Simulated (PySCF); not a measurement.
# One shape, several levels: AlClF2 (SMILES [F][Al]([F])[Cl])

Wanted: a comparison of 6 runs (BLYP/def2-SVPD, M06-2X/def2-SVPD, TPSS/def2-SVPD, revPBE/def2-SVPD, wB97M-V/def2-SVPD, CCSD(T)/def2-SVPD) of AlClF2. The job is set up through a Python script.

Program for the calculation: PySCF 2.14.0.

2 further runs of the same task are left out: 2 set aside as unsound or not needed.

**1. The system as given**

AlClF2: 4 atoms, total charge 0, spin state singlet. SMILES: `[F][Al]([F])[Cl]`. One bond was lengthened or shortened from a relaxed shape.

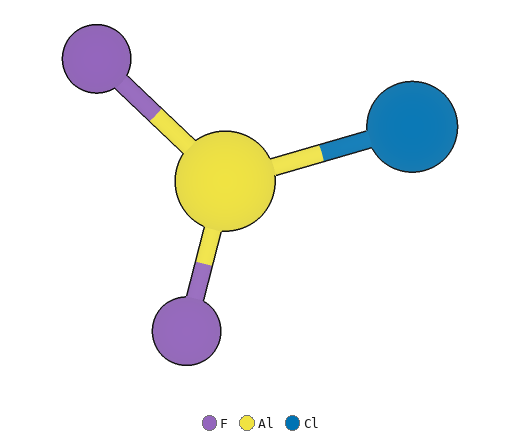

Viewed from a chosen angle; fluorine purple, aluminium yellow, chlorine blue.

**2. A single-point energy at BLYP/def2-SVPD (run 1)**

File job.py:

```python
from pyscf import gto, dft

mol = gto.M(
    atom='''
F      2.147458     1.582901     2.483193
Al     0.130920    -0.095904     0.101233
F      0.516821    -3.125267    -0.311162
Cl    -2.532195     1.857242    -1.962594
''',
    basis='def2-svpd',
    unit='bohr',
    verbose=4,
    charge=0,
    max_memory=1860,
    spin=0,
)

myscf = dft.RKS(mol, xc='blyp')
myscf.grids.level = 5
myscf.conv_tol = 1e-10
myscf.kernel()
if not myscf.converged:
    myscf = myscf.newton().run(myscf.mo_coeff, myscf.mo_occ)

e_final = myscf.e_tot
print(f'total energy: {e_final:.8f} hartree')
```

Run with:

```console
$ OMP_NUM_THREADS=1 python job.py
```

Log:

```text
PySCF version 2.14.0

[INPUT] num. atoms = 4
[INPUT] num. electrons = 48
[INPUT] charge = 0
[INPUT] spin (= nelec alpha-beta = 2S) = 0
[INPUT] symmetry False subgroup None
[INPUT] Mole.unit = bohr
[INPUT] Symbol           X                Y                Z      unit          X                Y                Z       unit  Magmom
[INPUT]  1 F      1.136385835008   0.837635136342   1.314049145916 AA    2.147458000000   1.582901000000   2.483193000000 Bohr   0.0
[INPUT]  2 Al     0.069279880454  -0.050750211236   0.053570196593 AA    0.130920000000  -0.095904000000   0.101233000000 Bohr   0.0
[INPUT]  3 F      0.273489895325  -1.653820074440  -0.164659839304 AA    0.516821000000  -3.125267000000  -0.311162000000 Bohr   0.0
[INPUT]  4 Cl    -1.339979887606   0.982810141563  -1.038560019088 AA   -2.532195000000   1.857242000000  -1.962594000000 Bohr   0.0

nuclear repulsion = 190.796847290059
number of shells = 39
number of NR pGTOs = 153
number of NR cGTOs = 97
basis = def2-svpd
ecp = {}

******** <class 'pyscf.dft.rks.RKS'> ********
method = RKS
initial guess = minao
damping factor = 0
level_shift factor = 0
DIIS = <class 'pyscf.scf.diis.CDIIS'>
diis_start_cycle = 1
diis_space = 8
diis_damp = 0
SCF conv_tol = 1e-10
SCF conv_tol_grad = None
SCF max_cycles = 50
direct_scf = True
direct_scf_tol = 1e-13
XC library pyscf.dft.libxc version 7.0.0
    S. Lehtola, C. Steigemann, M. J.T. Oliveira, and M. A.L. Marques.,  SoftwareX 7, 1–5 (2018)
XC functionals = blyp
    A. D. Becke.,  Phys. Rev. A 38, 3098 (1988)
    C. Lee, W. Yang, and R. G. Parr.,  Phys. Rev. B 37, 785 (1988)
    B. Miehlich, A. Savin, H. Stoll, and H. Preuss.,  Chem. Phys. Lett. 157, 200 (1989)
radial grids:
    Treutler-Ahlrichs [JCP 102, 346 (1995); DOI:10.1063/1.469408] (M4) radial grids

becke partition: Becke, JCP 88, 2547 (1988); DOI:10.1063/1.454033
pruning grids: <function nwchem_prune>
grids dens level: 5
symmetrized grids: False
atomic radii adjust function: <function treutler_atomic_radii_adjust>
small_rho_cutoff = 0
Set gradient conv threshold to 1e-05
Initial guess from minao.
tot grids = 173856
init E= -902.182183237687
  HOMO = -0.351925335967893  LUMO = -0.109593708597179  gap/eV = 6.59418
cycle= 1 E= -902.000096438942  delta_E= 0.182  |g|= 0.882  |ddm|= 2.29
  HOMO = -0.169958580112439  LUMO = -0.0868702383494675  gap/eV = 2.26095
cycle= 2 E= -900.855276587948  delta_E= 1.14  |g|= 2.68  |ddm|= 2.57
  HOMO = -0.288053567784087  LUMO = -0.109542204349632  gap/eV = 4.85754
cycle= 3 E= -902.130583776072  delta_E= -1.28  |g|= 0.323  |ddm|= 1.89
  HOMO = -0.314535540757068  LUMO = -0.108057894050474  gap/eV = 5.61854
cycle= 4 E= -902.149117404574  delta_E= -0.0185  |g|= 0.161  |ddm|= 0.386
  HOMO = -0.321535116214978  LUMO = -0.10973156565825  gap/eV = 5.76347
cycle= 5 E= -902.152893754438  delta_E= -0.00378  |g|= 0.0517  |ddm|= 0.104
  HOMO = -0.316833176263106  LUMO = -0.109541501250055  gap/eV = 5.64069
cycle= 6 E= -902.153479307509  delta_E= -0.000586  |g|= 0.0137  |ddm|= 0.0551
  HOMO = -0.316747058814937  LUMO = -0.109132061838398  gap/eV = 5.64949
cycle= 7 E= -902.153515949949  delta_E= -3.66e-05  |g|= 0.00453  |ddm|= 0.011
  HOMO = -0.316810844619305  LUMO = -0.109338335957798  gap/eV = 5.64561
cycle= 8 E= -902.153520418303  delta_E= -4.47e-06  |g|= 0.000458  |ddm|= 0.00366
  HOMO = -0.316826168412944  LUMO = -0.109315051870881  gap/eV = 5.64667
cycle= 9 E= -902.153520467746  delta_E= -4.94e-08  |g|= 3.61e-05  |ddm|= 0.000565
  HOMO = -0.316832168015913  LUMO = -0.109318718590672  gap/eV = 5.64673
cycle= 10 E= -902.153520467993  delta_E= -2.47e-10  |g|= 1.05e-05  |ddm|= 4.18e-05
  HOMO = -0.316831314023422  LUMO = -0.109318062019308  gap/eV = 5.64672
cycle= 11 E= -902.15352046801  delta_E= -1.68e-11  |g|= 7.05e-07  |ddm|= 7.69e-06
  HOMO = -0.316831163919826  LUMO = -0.109318054475731  gap/eV = 5.64672
Extra cycle  E= -902.153520468008  delta_E= 2.27e-12  |g|= 7.12e-07  |ddm|= 1.49e-06
converged SCF energy = -902.153520468008
total energy: -902.15352047 hartree
```

Run time: 14 s. Hardware: 1 thread of Arm Neoverse V2, shared host; peak memory 0.49 GiB.

**3. A single-point energy at M06-2X/def2-SVPD (run 2)**

File start.xyz:

```xyz
4
AlClF2
F      1.136386     0.837635     1.314049
Al     0.069280    -0.050750     0.053570
F      0.273490    -1.653820    -0.164660
Cl    -1.339980     0.982810    -1.038560
```

File input.py:

```python
from pyscf import gto, dft

system = gto.Mole()
system.atom = 'start.xyz'
system.charge = 0
system.spin = 0
system.max_memory = 1860
system.verbose = 3
system.basis = 'def2-svpd'
system.build()

mf = dft.RKS(system, xc='m06-2x')
mf.grids.level = 5
mf.conv_tol = 1e-10
mf.kernel()
if not mf.converged:
    mf = mf.newton().run(mf.mo_coeff, mf.mo_occ)

etot = mf.e_tot
print('E(%s) = %.9f' % ('M06-2X', etot))
```

Run with:

```console
$ OMP_NUM_THREADS=1 python input.py
```

Log:

```text
converged SCF energy = -902.068521240029
E(M06-2X) = -902.068521240
```

Run time: 30 s. Hardware: 1 thread of Arm Neoverse V2, shared host; peak memory 0.54 GiB.

Run 3 isn't shown in full; the table further down has it.

**4. The energy at revPBE/def2-SVPD (run 4)**

File input.xyz:

```xyz
4

F      1.136386     0.837635     1.314049
Al     0.069280    -0.050750     0.053570
F      0.273490    -1.653820    -0.164660
Cl    -1.339980     0.982810    -1.038560
```

File input.py:

```python
from pyscf import gto, dft

mol = gto.Mole()
mol.atom = 'input.xyz'
mol.max_memory = 1860
mol.verbose = 4
mol.basis = 'def2-svpd'
mol.build()

mf = dft.RKS(mol)
mf.xc = 'revpbe'
mf.conv_tol = 1e-10
mf.grids.level = 5
mf.kernel()
if not mf.converged:
    mf = mf.newton().run(mf.mo_coeff, mf.mo_occ)

energy = mf.e_tot
print('E(%s) = %.9f' % ('REVPBE', energy))
```

Run with:

```console
$ OMP_NUM_THREADS=1 python input.py
```

Log:

```text
PySCF version 2.14.0

[INPUT] num. atoms = 4
[INPUT] num. electrons = 48
[INPUT] charge = 0
[INPUT] spin (= nelec alpha-beta = 2S) = 0
[INPUT] symmetry False subgroup None
[INPUT] Mole.unit = angstrom
[INPUT] Symbol           X                Y                Z      unit          X                Y                Z       unit  Magmom
[INPUT]  1 F      1.136386000000   0.837635000000   1.314049000000 AA    2.147458311790   1.582900742350   2.483192724259 Bohr   0.0
[INPUT]  2 Al     0.069280000000  -0.050750000000   0.053570000000 AA    0.130920225910  -0.095903600822   0.101232628493 Bohr   0.0
[INPUT]  3 F      0.273490000000  -1.653820000000  -0.164660000000 AA    0.516821197807  -3.125266859328  -0.311162303671 Bohr   0.0
[INPUT]  4 Cl    -1.339980000000   0.982810000000  -1.038560000000 AA   -2.532195212395   1.857241732484  -1.962593963928 Bohr   0.0

nuclear repulsion = 190.796850826094
number of shells = 39
number of NR pGTOs = 153
number of NR cGTOs = 97
basis = def2-svpd
ecp = {}

******** <class 'pyscf.dft.rks.RKS'> ********
method = RKS
initial guess = minao
damping factor = 0
level_shift factor = 0
DIIS = <class 'pyscf.scf.diis.CDIIS'>
diis_start_cycle = 1
diis_space = 8
diis_damp = 0
SCF conv_tol = 1e-10
SCF conv_tol_grad = None
SCF max_cycles = 50
direct_scf = True
direct_scf_tol = 1e-13
XC library pyscf.dft.libxc version 7.0.0
    S. Lehtola, C. Steigemann, M. J.T. Oliveira, and M. A.L. Marques.,  SoftwareX 7, 1–5 (2018)
XC functionals = revpbe
    Y. Zhang and W. Yang.,  Phys. Rev. Lett. 80, 890 (1998)
    J. P. Perdew, K. Burke, and M. Ernzerhof.,  Phys. Rev. Lett. 77, 3865 (1996)
    J. P. Perdew, K. Burke, and M. Ernzerhof.,  Phys. Rev. Lett. 78, 1396 (1997)
radial grids:
    Treutler-Ahlrichs [JCP 102, 346 (1995); DOI:10.1063/1.469408] (M4) radial grids

becke partition: Becke, JCP 88, 2547 (1988); DOI:10.1063/1.454033
pruning grids: <function nwchem_prune>
grids dens level: 5
symmetrized grids: False
atomic radii adjust function: <function treutler_atomic_radii_adjust>
small_rho_cutoff = 0
Set gradient conv threshold to 1e-05
[... 1 set-up line as earlier in the session ...]
tot grids = 173856
init E= -901.979150786575
  HOMO = -0.35889991259919  LUMO = -0.112669733931007  gap/eV = 6.70026
cycle= 1 E= -901.816295668185  delta_E= 0.163  |g|= 0.841  |ddm|=  2.3
  HOMO = -0.173600060260854  LUMO = -0.0839296421558173  gap/eV = 2.44006
cycle= 2 E= -900.89650384225  delta_E= 0.92  |g|= 2.42  |ddm|=  2.3
  HOMO = -0.296389420109727  LUMO = -0.105638787351965  gap/eV = 5.19059
cycle= 3 E= -901.937274175006  delta_E= -1.04  |g|= 0.283  |ddm|= 1.67
  HOMO = -0.316974071789509  LUMO = -0.104787153566253  gap/eV = 5.77390
cycle= 4 E= -901.951581127897  delta_E= -0.0143  |g|= 0.137  |ddm|= 0.333
  HOMO = -0.32404504973402  LUMO = -0.10623971226173  gap/eV = 5.92679
cycle= 5 E= -901.954359354805  delta_E= -0.00278  |g|= 0.0435  |ddm|= 0.0907
  HOMO = -0.320534765994364  LUMO = -0.105973013296246  gap/eV = 5.83852
cycle= 6 E= -901.954781062529  delta_E= -0.000422  |g|= 0.0113  |ddm|= 0.048
  HOMO = -0.320608713093197  LUMO = -0.105606989828068  gap/eV = 5.85049
cycle= 7 E= -901.954806079859  delta_E= -2.5e-05  |g|= 0.00383  |ddm|= 0.00929
  HOMO = -0.320750337576324  LUMO = -0.105779207342215  gap/eV = 5.84966
cycle= 8 E= -901.954809281452  delta_E= -3.2e-06  |g|= 0.000358  |ddm|= 0.00308
  HOMO = -0.320763459864719  LUMO = -0.105764508135989  gap/eV = 5.85042
cycle= 9 E= -901.954809309847  delta_E= -2.84e-08  |g|= 2.77e-05  |ddm|= 0.000426
  HOMO = -0.320768157437167  LUMO = -0.105767108014776  gap/eV = 5.85048
cycle= 10 E= -901.954809309996  delta_E= -1.5e-10  |g|= 8.18e-06  |ddm|= 3.39e-05
  HOMO = -0.320767415243037  LUMO = -0.105766558233531  gap/eV = 5.85047
cycle= 11 E= -901.954809310008  delta_E= -1.14e-11  |g|= 6.21e-07  |ddm|= 6.11e-06
  HOMO = -0.320767290579555  LUMO = -0.105766533675582  gap/eV = 5.85047
Extra cycle  E= -901.95480931001  delta_E= -2.27e-12  |g|= 6.67e-07  |ddm|= 1.25e-06
converged SCF energy = -901.95480931001
E(REVPBE) = -901.954809310
```

It took 14 s on 1 thread of Arm Neoverse V2, shared host; peak memory 0.49 GiB.

Run 5 isn't shown in full; the table further down has it.

**5. The energy at CCSD(T)/def2-SVPD (run 6)**

File job.py:

```python
from pyscf import gto, cc

mol = gto.M(
    atom='F 1.136386 0.837635 1.314049; Al 0.069280 -0.050750 0.053570; F 0.273490 -1.653820 -0.164660; Cl -1.339980 0.982810 -1.038560',
    basis='def2-svpd',
    verbose=3,
    max_memory=1860,
)

mf = mol.RHF()
mf.conv_tol = 1e-10
mf.kernel()
if not mf.converged:
    mf = mf.newton().run(mf.mo_coeff, mf.mo_occ)

mycc = cc.CCSD(mf, frozen=12)
mycc.kernel()
e_t = mycc.ccsd_t()
energy = mycc.e_tot + e_t
print('E(%s) = %.9f' % ('CCSD(T)', energy))
```

Run with:

```console
$ OMP_NUM_THREADS=1 python job.py
```

Log:

```text
converged SCF energy = -900.140276987712
E(CCSD) = -900.7554856441052  E_corr = -0.6152086563936812
CCSD(T) correction = -0.0141682008733614
E(CCSD(T)) = -900.769653845
```

Wall time 40 s (1 thread of Arm Neoverse V2, shared host); peak memory 0.52 GiB.

**6. Overview of the runs**

```csv
run,level,nlc grid,integration grid,energy (Eh),dipole moment (D) of the reference,HOMO energy (eV),LUMO energy (eV),wall time
1,BLYP/def2-SVPD,–,5,-902.153520,1.38,-8.62,-2.97,14 s
2,M06-2X/def2-SVPD,–,5,-902.068521,1.39,-11.72,-1.58,30 s
3,TPSS/def2-SVPD,–,5,-902.210133,1.29,-8.90,-2.76,28 s
4,revPBE/def2-SVPD,–,5,-901.954809,1.34,-8.73,-2.88,14 s
5,wB97M-V/def2-SVPD,1,5,-902.087904,1.39,-12.64,-0.62,57 s
6,CCSD(T)/def2-SVPD,–,–,-900.769654,1.48,-13.76,0.48,40 s
```

**7. Results**

| quantity | value |
| --- | --- |
| run 6: total energy | -900.76965 Eh |
| run 6: dipole moment (Hartree–Fock density) | 1.48 D |
| run 6: HOMO energy (Hartree–Fock orbitals) | -13.76 eV |
| run 6: LUMO energy (Hartree–Fock orbitals) | 0.48 eV |
| run 6: HOMO–LUMO gap (Hartree–Fock orbitals) | 14.24 eV |
| run 6: correlation energy (12 core orbitals frozen) | -629.4 mEh |
| run 6: (T) correction | -14.17 mEh |
| run 6: T1 diagnostic | 0.015 |

What this shows: Over runs 1, 2, 3, 4, 5 the dipole moment (its size) runs from 1.29 D (TPSS/def2-SVPD) to 1.39 D (wB97M-V/def2-SVPD). Over runs 1, 2, 3, 4, 5 the HOMO–LUMO gap runs from 5.65 eV (BLYP/def2-SVPD) to 12.02 eV (wB97M-V/def2-SVPD). Totals of different functionals can't be ranked against each other. All runs together took 3 min, the longest 57 s.
